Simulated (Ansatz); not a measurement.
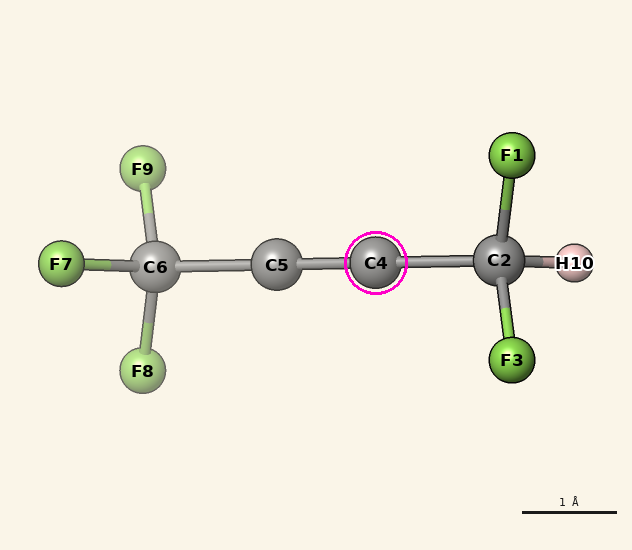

Orthographic view. Depth is shown by fading: the farther an atom, the more it takes the colour of the background. The geometry was computed by an optimisation with PBE0-D4/def2-TZVP.

Question: Which atoms are bonded to the circled atom?

Answer: The circled atom is C4; it is bonded to C2, C5.

Question: What is the shortest path along bonds from the circled atom to F7?

Answer: C4–C5–C6–F7, 3 bonds; through space the two are 3.37 Å apart.

Question: Of C6 and F7, which is nearer the viewer?

Answer: F7; the bond to C6 points away from the viewer, so it looks shorter than its 1.33 Å.
